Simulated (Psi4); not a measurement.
# SnHCl3O (SMILES [OH][Sn]([Cl])([Cl])[Cl]) at MP2/def2-TZVPP (density fitting, core potential, density fitting for correlation, sweep point 4)

What is the vertical ionisation energy of SnHCl3O at MP2/def2-TZVPP (density fitting, core potential, density fitting for correlation, sweep point 4)? 

The calculation is run with Psi4 1.11.

### Step 1. The structure to begin with

The species is SnHCl3O (6 atoms), meant as a singlet with charge 0. SMILES: `[OH][Sn]([Cl])([Cl])[Cl]`. The shape is that of a PBE0-D4/def2-TZVP optimisation.

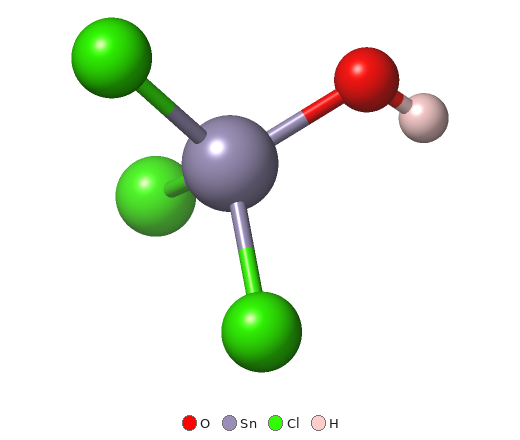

Viewed from a chosen angle; oxygen red, tin purple, chlorine green, hydrogen pink.

### Step 2. The energy at MP2/def2-TZVPP (density fitting, core potential, density fitting for correlation, sweep point 4)

The input, input.dat:

```
memory 1600 mb

molecule mol {
  0 1
  O     -1.27424233     0.90234422     2.57683054
  Sn     0.47602201    -0.37983495    -0.35885899
  Cl     3.64943909    -2.89071405     1.12495396
  Cl    -2.22118409    -2.66697048    -2.87143885
  Cl     2.08814737     2.88353309    -2.71969384
  H     -2.63824664     2.03051072     2.16109080
  units bohr
  symmetry c1
}

set globals {
  basis def2-TZVPP
  puream true
  scf_type df
  num_frozen_docc 20
}

energy_value = energy('mp2')
```

Command:

```console
$ psi4 input.dat output.dat -n 1
```

output.dat, cut to the lines that bear on the results:

```text
[...]
    !!!  WARNING: ECP capability is in beta. Please check occupations closely.  !!!
[...]
  Running in c1 symmetry.
[...]
  Nuclear repulsion =  508.647711443003288
[...]
  Multiplicity = 1
[...]
  Nalpha       = 41
  Nbeta        = 41
[...]
    Number of basis functions: 221
[...]
 WARNING: Atomic UHF is not converging! Try casting from a smaller basis or call Rob at CCMST.
   -------------------------
[...]
   @DF-RHF iter   1: -1667.39353748446797   -1.82418e+00   2.90583e-03 ADIIS/DIIS
[...]
   @DF-RHF iter  12: -1667.53503735629261   -1.15961e-11   3.12119e-09 DIIS
[...]
    Orbital Energies [Eh]
    ---------------------
    Doubly Occupied:
       1A   -104.853094     2A   -104.852831     3A   -104.852641
       4A    -20.589099     5A    -10.581703     6A    -10.581421
       7A    -10.581231     8A     -8.048319     9A     -8.048009
      10A     -8.047819    11A     -8.047109    12A     -8.047103
      13A     -8.046855    14A     -8.046842    15A     -8.046664
      16A     -8.046651    17A     -5.961547    18A     -4.153994
      19A     -4.153803    20A     -4.151169    21A     -1.446990
      22A     -1.428845    23A     -1.428817    24A     -1.418379
      25A     -1.418256    26A     -1.320446    27A     -1.118708
      28A     -1.093738    29A     -1.092801    30A     -0.723432
      31A     -0.646149    32A     -0.565511    33A     -0.560454
      34A     -0.537656    35A     -0.518848    36A     -0.495050
[...]
  @DF-RHF Final Energy: -1667.53503735629261
   => Energetics <=
    Nuclear Repulsion Energy =            508.6477114430032884
    One-Electron Energy =               -3400.4031146623428867
    Two-Electron Energy =                1224.2203658630471637
    Total Energy =                      -1667.5350373562926052
[...]
 Multipole Moments:
 ------------------------------------------------------------------------------------
     Multipole            Electronic (a.u.)      Nuclear  (a.u.)        Total (a.u.)
 ------------------------------------------------------------------------------------
 L = 1.  Multiply by 2.5417464519 to convert [e a0] to [Debye]
 Dipole X            :         -4.6141434            4.1792017           -0.4349418
 Dipole Y            :          3.3596199           -3.0013746            0.3582454
 Dipole Z            :          8.1283519           -8.2076016           -0.0792497
 Magnitude           :                                                    0.5690295
[...]
```

Run time: 10 s. Hardware: 1 thread of Intel Xeon Platinum 8259CL at 2.50GHz (Skylake/Cascade Lake), shared host; peak memory 0.52 GiB.

### Step 3. The doublet cation, same level

The input, calc.inp:

```
memory 1600 MB

molecule {
  1 2
  O     -1.27424233     0.90234422     2.57683054
  Sn     0.47602201    -0.37983495    -0.35885899
  Cl     3.64943909    -2.89071405     1.12495396
  Cl    -2.22118409    -2.66697048    -2.87143885
  Cl     2.08814737     2.88353309    -2.71969384
  H     -2.63824664     2.03051072     2.16109080
  units bohr
  symmetry c1
}

set {
  basis           def2-TZVPP
  reference       uhf
  puream          true
  scf_type        df
  num_frozen_docc 20
  maxiter         100
}

result, w = energy('mp2', return_wfn=True)
print_variables()
```

Command:

```console
$ psi4 -n 1 calc.inp calc.out
```

calc.out, cut to the lines that bear on the results:

```text
[...]
  Running in c1 symmetry.
[...]
  Nuclear repulsion =  508.647711443003288
[...]
  Multiplicity = 2
[...]
  Nalpha       = 41
  Nbeta        = 40
[...]
    Number of basis functions: 221
[...]
   @DF-UHF iter   1: -1666.94314452173512   -1.37379e+00   2.81317e-03 DIIS/ADIIS
[...]
   @DF-UHF iter  47: -1667.12077500341957   -3.05135e-10   8.48876e-09 DIIS
[...]
   @S^2 Observed:                7.611726266E-01
[...]
    Orbital Energies [Eh]
    ---------------------
    Alpha Occupied:
       1A   -105.226067     2A   -105.025870     3A   -105.019950
       4A    -20.760279     5A    -10.951487     6A    -10.752927
       7A    -10.747160     8A     -8.437095     9A     -8.413260
      10A     -8.412065    11A     -8.219965    12A     -8.218081
      13A     -8.217890    14A     -8.213734    15A     -8.212283
      16A     -8.212183    17A     -6.155652    18A     -4.350988
      19A     -4.345928    20A     -4.343394    21A     -1.636920
      22A     -1.628969    23A     -1.621135    24A     -1.612116
      25A     -1.610899    26A     -1.494801    27A     -1.471069
      28A     -1.274295    29A     -1.256171    30A     -0.927493
      31A     -0.906436    32A     -0.860954    33A     -0.829835
      34A     -0.771114    35A     -0.712189    36A     -0.706898
[...]
  @DF-UHF Final Energy: -1667.12077500341957
   => Energetics <=
    Nuclear Repulsion Energy =            508.6477114430032884
    One-Electron Energy =               -3383.0250343693983268
    Two-Electron Energy =                1207.2565479229756420
    Total Energy =                      -1667.1207750034195669
  UHF NO Occupations:
  HONO-2 :   39  A 1.9995629
  HONO-1 :   40  A 1.9954251
  HONO-0 :   41  A 1.0000000
  LUNO+0 :   42  A 0.0045749
  LUNO+1 :   43  A 0.0004371
[...]
 Multipole Moments:
 ------------------------------------------------------------------------------------
     Multipole            Electronic (a.u.)      Nuclear  (a.u.)        Total (a.u.)
 ------------------------------------------------------------------------------------
 L = 1.  Multiply by 2.5417464519 to convert [e a0] to [Debye]
 Dipole X            :         -3.7995271            4.1792017            0.3796746
 Dipole Y            :          5.2849957           -3.0013746            2.2836212
 Dipole Z            :          6.8620296           -8.2076016           -1.3455720
 Magnitude           :                                                    2.6776188
[...]
```

Wall time 27 s (1 thread of Intel Xeon Platinum 8259CL at 2.50GHz (Skylake/Cascade Lake), shared host); peak memory 0.52 GiB.

### Step 4. Results

At MP2/def2-TZVPP (density fitting, core potential, density fitting for correlation, sweep point 4), 20 core orbitals frozen:

| quantity | value |
| --- | --- |
| singlet SnHCl3O: total energy | -1668.65016 Eh |
| singlet SnHCl3O: HOMO energy (Hartree–Fock orbitals) | -13.05 eV |
| singlet SnHCl3O: LUMO energy (Hartree–Fock orbitals) | 1.06 eV |
| singlet SnHCl3O: HOMO–LUMO gap (Hartree–Fock orbitals) | 14.11 eV |
| singlet SnHCl3O: correlation energy (20 core orbitals frozen) | -1115.1 mEh |
| doublet cation: total energy | -1668.19925 Eh |
| doublet cation: HOMO energy (Hartree–Fock orbitals) (highest over α and β) | -17.43 eV |
| doublet cation: LUMO energy (Hartree–Fock orbitals) (lowest over α and β) | -9.47 eV |
| doublet cation: correlation energy (20 core orbitals frozen) | -1078.5 mEh |
| doublet cation: ⟨S²⟩ of the reference determinant | 0.761 |
| vertical ionisation energy (to the doublet cation) | 12.270 eV |

What this shows: The vertical ionisation energy comes to 12.27 eV (283 kcal/mol).
